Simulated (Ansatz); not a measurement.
## AlClOF: frequency calculation

System: AlClOF, multiplicity 2, SMILES [O][Al]([F])[Cl].
Method: HF/6-31G*, UHF (Ansatz 0.2.0).

The geometry was optimised with HF/6-31G*. Figures and captions count atoms from 1; the log counts them from 0 in places.

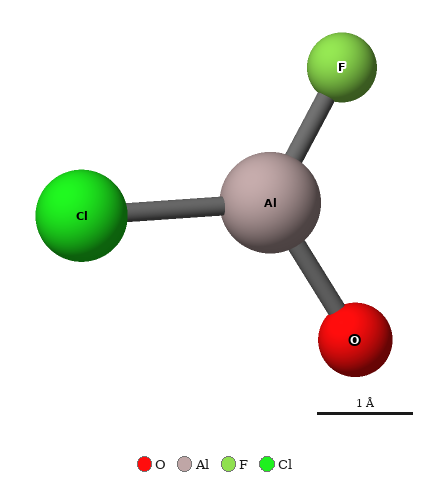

The structure as given in the input (ball-and-stick view, seen at a tilt). Sticks mark near contacts. Bond lengths as drawn: Al–Cl 2.07 Å, Al–F 1.62 Å and Al–O 1.73 Å.

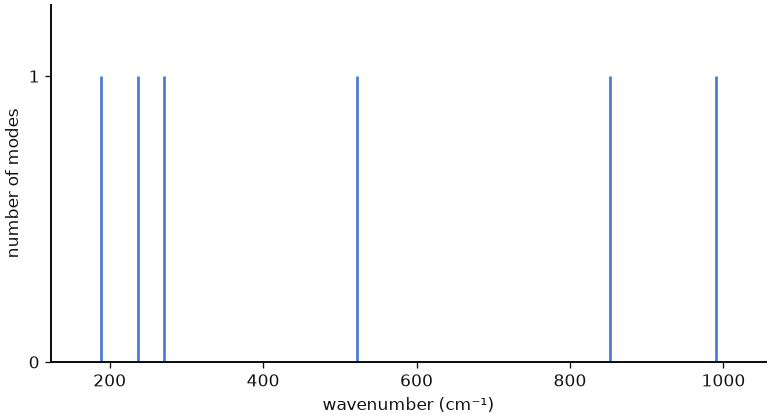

Harmonic vibrational wavenumbers from the force constants; neighbouring modes closer than 4 cm⁻¹ are counted in one stick. 6 modes from 188 to 991 cm⁻¹, none imaginary.

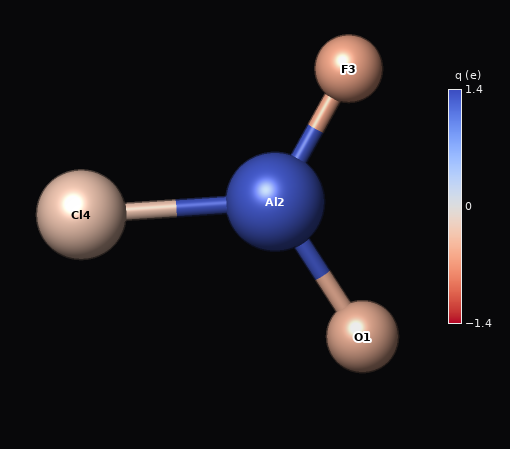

Mulliken charges, as the colour of each atom (ball-and-stick view, seen on its broad side; atoms are numbered from 1 in the order of the input; Mulliken charges depend strongly on the basis). By element: O −0.45, Al +1.31, F −0.56 and Cl −0.30 e.

These pictures come from the run below.

**Input file**
```yaml
crystal:
  periodic: [false, false, false]
  atoms:
    - {symbol: O, position_ang: [1.002052, 0.581266, 1.300377]}
    - {symbol: Al, position_ang: [0.063613, -0.092889, 0.019459]}
    - {symbol: F, position_ang: [0.275951, -1.658629, -0.346433]}
    - {symbol: Cl, position_ang: [-1.286016, 1.109952, -0.993703]}
basis:
  gaussian: {orbitals: "6-31G*"}
magnetization: {spin_polarized: true, initial_magnetization: 1}
hamiltonian: {xc: hf}
phonons: {temperatures: {t_min: 298.15, t_max: 298.15, t_step: 1}}
```

Launch command:
```bash
ansatz run input.yaml --threads 1 --pin off --max-ram 3480MiB --events-out events.jsonl --progress --plain --runs-dir runs
```

**The program's output**
```
Functional definition: HF
  name "HF"
  exchange = exact_x
  correlation = 0
628 factors; integrals over basis functions are off by at most 2.6e-4 eV
mean field evaluation 1: about -23823.3246 eV, gradient 3.6e1 eV
mean field evaluation 2: about -23823.3539 eV, gradient 3.6e1 eV
mean field evaluation 4: about -23831.8908 eV, gradient 7.7e0 eV
mean field evaluation 8: about -23832.7102 eV, gradient 7.0e-1 eV
mean field evaluation 16: about -23832.7464 eV, gradient 2.2e-4 eV
mean field evaluation 32: about -23832.6819 eV, gradient 2.8e-1 eV
mean field evaluation 64: about -23832.7361 eV, gradient 1.0e0 eV
mean field evaluation 96: about -23832.5204 eV, gradient 1.2e0 eV
mean field evaluation 128: about -23832.6487 eV, gradient 1.3e0 eV
mean field -23832.74637259 eV, -875.8372747769 hartree, gradient 1.2e-5 eV, S^2 0.756086; 4 other end points of the search recorded, 0 dependent functions left out
the calculation of the forces begins
reference -23832.74637259 eV, -875.8372747769 hartree; 24, 23 occupied and 44, 45 virtual orbitals, 628 factors
these checks for a lower state are left out or cut short: stability, starts, cluster_reference, orbital_swaps, neighbouring_geometries, increment
628 factors; integrals over basis functions are off by at most 2.5e-4 eV
mean field evaluation 160: about -23832.7463 eV, gradient 5.6e-2 eV
mean field -23832.74629903 eV, -875.8372720737 hartree, gradient 1.9e-6 eV, S^2 0.756106; 0 other end points of the search recorded, 0 dependent functions left out
[... from here on the field's lines of each further geometry are left out, up to the last ...]
the calculation of the forces begins
reference -23832.74635987 eV, -875.8372743097 hartree; 24, 23 occupied and 44, 45 virtual orbitals, 628 factors
these checks for a lower state are left out or cut short: stability, starts, cluster_reference, orbital_swaps, neighbouring_geometries, increment
628 factors; integrals over basis functions are off by at most 2.6e-4 eV
mean field -23832.74635986 eV, -875.8372743092 hartree, gradient 2.9e-6 eV, S^2 0.756087; 0 other end points of the search recorded, 0 dependent functions left out
the calculation of the forces begins
reference -23832.74635986 eV, -875.8372743092 hartree; 24, 23 occupied and 44, 45 virtual orbitals, 628 factors
Total energy: -23832.74637259 eV, -875.8372747769 hartree
Atom 0 at     1.002052     0.581266     1.300377 Å, force    -0.000018     0.000023    -0.000011 eV/Å
Atom 1 at     0.063613    -0.092889     0.019459 Å, force    -0.000007    -0.000014    -0.000013 eV/Å
Atom 2 at     0.275951    -1.658629    -0.346433 Å, force    -0.000002    -0.000007    -0.000005 eV/Å
Atom 3 at    -1.286016     1.109952    -0.993703 Å, force     0.000027    -0.000003     0.000028 eV/Å
Dipole moment:    -0.035393    -0.026011    -0.048533 e Å
Vibrations: 188.16 237.20 270.53 523.01 852.58 990.83 cm⁻¹, zero-point energy 0.189838 eV
```

**Summary**

| quantity | value |
| --- | --- |
| outcome | converged |
| total energy | −875.837275 hartree |
| basis functions | 68 |
| largest force | 0.000 eV/Å |
| ⟨S²⟩ | 0.756 |
| zero-point energy | 0.006976 hartree |
| dipole moment | 0.31 D |
| wavenumbers, lowest and highest | 188 and 991 cm⁻¹ |
| hardware | 1 thread of Arm Neoverse V2, 112 GiB of memory available, shared host |
| wall time | 17 s |
| peak memory | 0.16 GiB |
